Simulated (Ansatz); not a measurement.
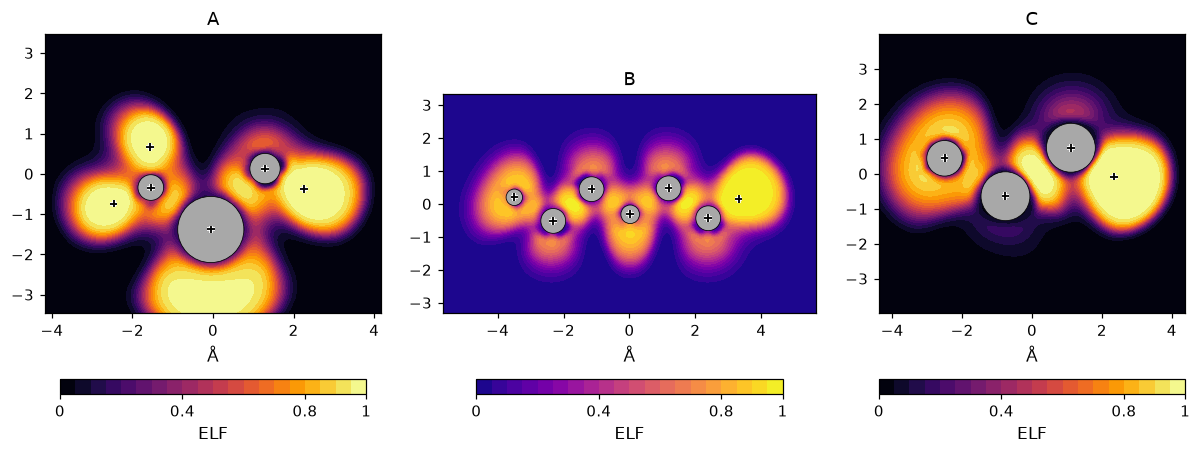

The ELF of 3 systems, each on a plane through atoms (crosses mark nuclei in the plane; grey discs cover the cores).

Method: RKS PBE0-D4/def2-TZVPP in Ansatz 0.2.0.

System 1: C₄H₉FO, the plane of atoms C2, O3 and C4. Geometry: PBE0-D4/def2-TZVP.

```xyz
15

C    -1.3028   -0.5311    1.9739
C    -1.1383   -0.2827    0.4972
O     0.2146    0.0026    0.2322
C     0.4641    0.2472   -1.1223
C     1.9392    0.5360   -1.2621
F     2.2272    0.7807   -2.5905
H    -2.3460   -0.7551    2.2062
H    -1.0021    0.3476    2.5474
H    -0.6889   -1.3758    2.2923
H    -1.4527   -1.1636   -0.0830
H    -1.7664    0.5608    0.1721
H     0.1963   -0.6228   -1.7405
H    -0.1186    1.1067   -1.4861
H     2.2184    1.4171   -0.6781
H     2.5341   -0.3186   -0.9292
```

System 2: C₃H₉GeN, the plane of atoms Ge4, C2 and H9. Geometry: PBE0-D4/def2-TZVP.

```xyz
14

C    -1.1466    0.0534    0.9559
C     0.2783    0.4917    0.6484
C     1.2283   -0.6949    0.5477
Ge    0.3910    1.6558   -1.0047
N    -0.2789    0.4327   -2.1719
H    -1.1940   -0.5125    1.8940
H    -1.8301    0.9021    1.0542
H    -1.5490   -0.5949    0.1713
H     0.6232    1.1404    1.4625
H     0.9355   -1.3774   -0.2563
H     2.2595   -0.3865    0.3488
H     1.2379   -1.2763    1.4774
H    -0.5870   -0.5014   -1.9459
H    -0.3810    0.6386   -3.1523
```

System 3: ClFH₄OSi₂ (SMILES O[Si](F)([SiH3])Cl), the plane of atoms Si2, Si4 and H9. Geometry: PBE0-D4/def2-TZVP.

```xyz
9

O    -0.5034    1.8516   -0.1950
Si    0.3406    0.5180   -0.5783
F     1.9022    0.8362   -0.5563
Si   -0.1787   -1.1806    0.9283
Cl   -0.0657   -0.0396   -2.5120
H    -0.5434    2.5832   -0.8149
H    -1.6230   -1.5011    0.8065
H     0.6329   -2.3776    0.5924
H     0.1271   -0.7365    2.3122
```

### Match each panel to its system.

Panel A is system 2, C₃H₉GeN: the plane holds C, Ge, N and H. Ge–N (1.82 Å): the ELF peaks at about 0.90 in the valence shell of N, 0.6 Å from its nucleus, and is about 0.40 at the midpoint. Panel B is system 1, C₄H₉FO: the plane holds C, O, F and H. C–F (1.38 Å): the ELF peaks at about 0.85 between the atoms (a polar covalent bond). Panel C is system 3, ClFH₄OSi₂: the plane holds Si, Cl and H. Si–Cl (2.05 Å): the ELF peaks at about 0.90 between the atoms (a shared but strongly polarised pair).
